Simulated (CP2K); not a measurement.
**Converging shifted k-point meshes: As (R-3m, 2 atoms in the cell)**

```xyz
2
Lattice="4.1534 0.0000 0.0000 2.4344 3.3652 0.0000 2.4344 1.2435 3.1270" Properties=species:S:1:pos:R:3 pbc="T T T"
As     2.0906     1.0679     0.7246
As     6.9742     3.5625     2.4172
```

Method of the run: PBE, GPW, DZVP-MOLOPT-SR-GTH basis, GTH-PBE potentials (GTH_POTENTIALS) run with CP2K.

Base settings: CUTOFF = 400 Ry; REL_CUTOFF = 50 Ry; SMEAR/METHOD = FERMI_DIRAC; ELECTRONIC_TEMPERATURE = 1160.45 K; KPOINTS/SCHEME = MONKHORST-PACK 5 5 5; XC_FUNCTIONAL = PBE; As/BASIS_SET = DZVP-MOLOPT-SR-GTH; As/POTENTIAL = GTH-PBE-q5; METHOD = GPW; EPS_DEFAULT = 1e-10.

Only quantities that move along the ladder and can be compared are tabulated.

The starting cell has typed, rounded lattice constants, without a prior relaxation at this level. Its lattice was rescaled by up to half a per cent. One atom was moved a little off its site on purpose. Values carry the incompleteness of an atom-centred basis. Without a gap this mesh is coarse (it stands for a supercell whose shortest vector is 19 Å).

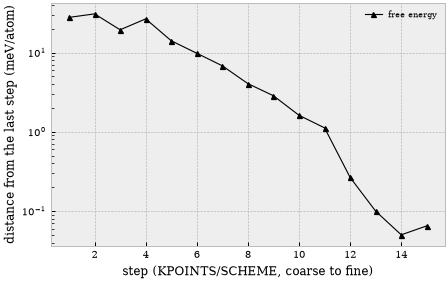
Figure: Distance from the last step along the ladder; very small values are drawn at a floor.

```csv
KPOINTS/SCHEME,free energy less the last step's (meV/atom),pressure (GPa),largest difference of a force vector from the last step's (eV/Å)
MONKHORST-PACK 2 2 2,-27.77,5.49,0.196
MACDONALD 3 3 3 0.1666666667 0.1666666667 0.1666666667,30.76,2.44,0.761
MONKHORST-PACK 4 4 4,-19.37,1.90,0.256
MACDONALD 5 5 5 0.1 0.1 0.1,-26.60,1.33,0.175
MONKHORST-PACK 6 6 6,-14.08,1.34,0.094
MACDONALD 7 7 7 0.07142857143 0.07142857143 0.07142857143,-9.79,1.32,0.037
MONKHORST-PACK 8 8 8,-6.80,1.39,0.027
MACDONALD 9 9 9 0.05555555556 0.05555555556 0.05555555556,-4.05,1.34,0.006
MONKHORST-PACK 10 10 10,-2.85,1.40,0.001
MACDONALD 11 11 11 0.04545454545 0.04545454545 0.04545454545,-1.61,1.40,0.008
MONKHORST-PACK 12 12 12,-1.12,1.40,0.012
MONKHORST-PACK 14 14 14,-0.26,1.42,0.010
MACDONALD 15 15 15 0.03333333333 0.03333333333 0.03333333333,-0.10,1.42,0.008
MACDONALD 17 17 17 0.02941176471 0.02941176471 0.02941176471,0.04,1.43,0.004
MONKHORST-PACK 18 18 18,0.06,1.43,0.002
MONKHORST-PACK 20 20 20,0.00,1.43,0.000
```

Coarsest KPOINTS/SCHEME that holds the pressure within 0.2 GPa of the last step, with all finer ones: MACDONALD 5 5 5 0.1 0.1 0.1; the step before is off by 0.47 GPa.

Coarsest KPOINTS/SCHEME that holds the free energy within 1 meV/atom of the last step, with all finer ones: MONKHORST-PACK 14 14 14; the step before is off by 1.1 meV/atom.
